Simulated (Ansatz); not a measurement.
Strength of the C–C bond: C3H2F4 → C2HF2 + CHF2

Species: C3H2F4 `FC(F)=CC(F)F`, singlet; C2HF2 `[CH]=C(F)F`, doublet; CHF2 (difluoromethyl radical) `F[CH]F`, doublet. 

Shapes, held fixed at every level: PBE0-D4/def2-TZVP. Flexible molecules stand in one conformer, not always the lowest. Programs: Ansatz 0.2.0. The zero-point and thermal change to 298 K, harmonic and unscaled (PBE0-D4/def2-TZVP), is -17.7 kJ/mol.

| level | kind | ΔH(298 K) (kJ/mol) | CPU time (sum over the molecules) |
| --- | --- | --- | --- |
| HF/def2-SVP | Hartree–Fock | +336.7 | – |
| PBE-D4/def2-TZVPP | GGA | +441.2 | 19 s |
| B3LYP-D4/def2-TZVPP | global hybrid | +432.8 | 29 s |
| BHLYP-D4/def2-TZVPP | global hybrid | +431.2 | 22 s |
| r2SCAN0-D4/def2-TZVPP | global hybrid | +423.0 | 47 s |
| wB97M-V/def2-TZVPP | range-separated hybrid | +460.1 | 72 s |
| wB97X-V/def2-TZVPP | range-separated hybrid | +456.4 | 64 s |
| B2PLYP/def2-TZVPP | double hybrid | +438.9 | 37 s |

B2PLYP/def2-TZVPP gives ΔH(298 K) = +438.9 kJ/mol; the levels span +336.7 to +460.1. The median of the levels is +435.9. Hartree–Fock misses the correlation of the pair that is broken and comes out low. No measured value is set beside it here. Spin contamination: C2HF2 (⟨S²⟩ up to 0.90). Open shells run unrestricted unless RO is named. Times are processor times on shared x86 and Arm servers, and rough.

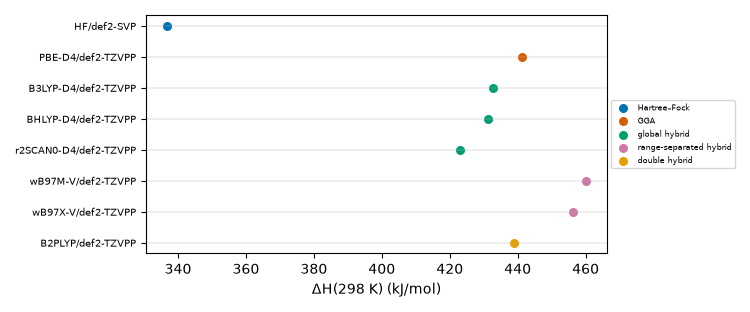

The values of the table, level by level.
